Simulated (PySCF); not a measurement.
Run report: GaP, single-point calculation

The run: single-point calculation of GaP, multiplicity 3. Method and program: UHF/lanl2dz, mp2 (PySCF 2.14.0).

Some settings of this run were made unusual or wrong on purpose.

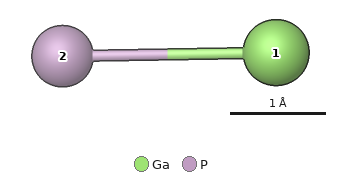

The input geometry (ball-and-stick view, seen on its broad side; atoms are numbered from 1 in the order of the input). Sticks mark near contacts. Bond lengths as drawn: Ga–P 2.27 Å.

**Input**
```python
from pyscf import gto, scf, mp

mol = gto.M(
    atom='Ga 0 0 0; P 0 0 2.27',
    basis='lanl2dz',
    ecp={'Ga': 'lanl2dz', 'P': 'lanl2dz'},
    charge=0,
    spin=2,
    verbose=4,
)
mf = scf.UHF(mol)
mf.conv_tol = 0.001
mf.kernel()
mp.MP2(mf).kernel()
mf.dip_moment()
print('orbital energies (hartree):', [e[max(0, n-3):n+3].round(4) for e, n in zip(mf.mo_energy, mol.nelec)])
```

Hardware: 1 CPU thread, shared host.

Launched with:
```bash
OMP_NUM_THREADS=1 python input.py
```

**The program's output**
```
PySCF version 2.14.0

[INPUT] verbose = 4
[INPUT] num. atoms = 2
[INPUT] num. electrons = 8
[INPUT] charge = 0
[INPUT] spin (= nelec alpha-beta = 2S) = 2
[INPUT] symmetry False subgroup None
[INPUT] Mole.unit = angstrom
[INPUT] Symbol           X                Y                Z      unit          X                Y                Z       unit  Magmom
[INPUT]  1 Ga     0.000000000000   0.000000000000   0.000000000000 AA    0.000000000000   0.000000000000   0.000000000000 Bohr   0.0
[INPUT]  2 P      0.000000000000   0.000000000000   2.270000000000 AA    0.000000000000   0.000000000000   4.289678302763 Bohr   0.0

nuclear repulsion = 3.49676571092511
number of shells = 8
number of NR pGTOs = 24
number of NR cGTOs = 16
basis = lanl2dz
ecp = {'Ga': 'lanl2dz', 'P': 'lanl2dz'}

******** <class 'pyscf.scf.uhf.UHF'> ********
method = UHF
initial guess = minao
damping factor = 0
level_shift factor = 0
DIIS = <class 'pyscf.scf.diis.CDIIS'>
diis_start_cycle = 1
diis_space = 8
diis_damp = 0
SCF conv_tol = 0.001
SCF conv_tol_grad = None
SCF max_cycles = 50
direct_scf = True
direct_scf_tol = 1e-13
number electrons alpha = 5  beta = 3
Set gradient conv threshold to 0.0316228
init E= 3.43638576645702
  alpha nocc = 5  HOMO = 0.0391086141987301  LUMO = 0.127015116822414

WARN: beta  nocc = 3  HOMO 0.019213798809927 >= LUMO 0.0192137988099276

WARN: HOMO 0.0391086141987301 >= LUMO 0.0192137988099276

cycle= 1 E= -8.17943949524697  delta_E= -11.6  |g|= 0.305  |ddm|= 2.61
  alpha nocc = 5  HOMO = -0.353565061366856  LUMO = 0.0285011607631174
  beta  nocc = 3  HOMO = -0.334936411783153  LUMO = -0.0699989505829358
  HOMO = -0.334936411783  LUMO = -0.0699989505829  gap/eV = 7.20932
cycle= 2 E= -8.24316271962911  delta_E= -0.0637  |g|= 0.086  |ddm|= 0.518
  alpha nocc = 5  HOMO = -0.294901277862402  LUMO = 0.043605587754283
  beta  nocc = 3  HOMO = -0.262772767635001  LUMO = -0.0159386924431476
  HOMO = -0.262772767635  LUMO = -0.0159386924431  gap/eV = 6.71670
cycle= 3 E= -8.25158695867091  delta_E= -0.00842  |g|= 0.0314  |ddm|= 0.192
  alpha nocc = 5  HOMO = -0.309892796270037  LUMO = 0.0491686947712334
  beta  nocc = 3  HOMO = -0.273334218483688  LUMO = -0.00975618416987756
  HOMO = -0.273334218484  LUMO = -0.00975618416988  gap/eV = 7.17232
cycle= 4 E= -8.25362207274036  delta_E= -0.00204  |g|= 0.0137  |ddm|= 0.064
  alpha nocc = 5  HOMO = -0.31030078897975  LUMO = 0.0484946216258717
  beta  nocc = 3  HOMO = -0.268548491959497  LUMO = -0.0101972781554781
  HOMO = -0.268548491959  LUMO = -0.0101972781555  gap/eV = 7.03009
cycle= 5 E= -8.25457422734859  delta_E= -0.000952  |g|= 0.00747  |ddm|= 0.0616
  alpha nocc = 5  HOMO = -0.31244322951914  LUMO = 0.0483263798733701
  beta  nocc = 3  HOMO = -0.267427501965578  LUMO = -0.010328325691181
  HOMO = -0.267427501966  LUMO = -0.0103283256912  gap/eV = 6.99602
```

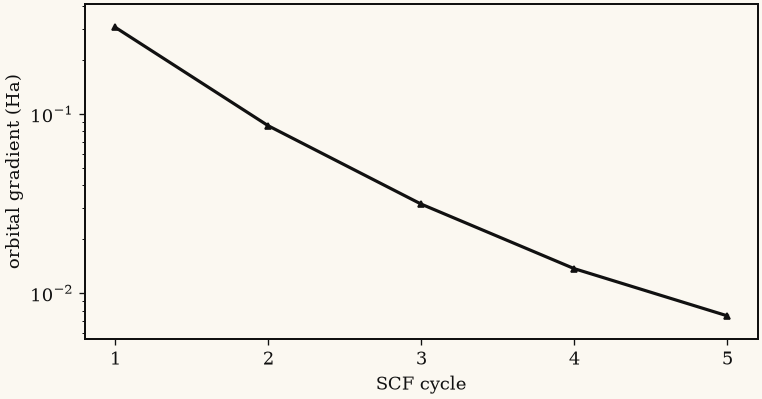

Convergence of the self-consistent field: orbital gradient against the SCF cycle. The residual falls at every step.

```
Extra cycle  E= -8.25481880402711  delta_E= -0.000245  |g|= 0.00621  |ddm|= 0.0192
converged SCF energy = -8.25481880402711  <S^2> = 2.0406596  2S+1 = 3.0269851

******** <class 'pyscf.mp.ump2.UMP2'> ********
nocc = (np.int64(5), np.int64(3)), nmo = (16, 16)
E(UMP2) = -8.30609295599837  E_corr = -0.0512741519712542
E(SCS-UMP2) = -8.30788664057987  E_corr = -0.0530678365527581
E_corr(same-spin) = -0.00976286055316958
E_corr(oppo-spin) = -0.0415112914180846
Dipole moment(X, Y, Z, Debye): -0.00000, -0.00000, -3.06679
orbital energies (hartree): [array([-0.3556, -0.3385, -0.3124,  0.0226,  0.0345,  0.1234]), array([-0.6665, -0.3886, -0.2674, -0.0103, -0.0029,  0.0483])]
```

**What the run reported**

```csv
quantity,value
outcome,converged
SCF energy,−8.254819 hartree
⟨S²⟩,2.041
dipole moment,3.07 D
wall time,1.4 s
```

Some settings of this run were drawn to be unusual or wrong. It converged; results that depend on the unusual settings are not reference values.
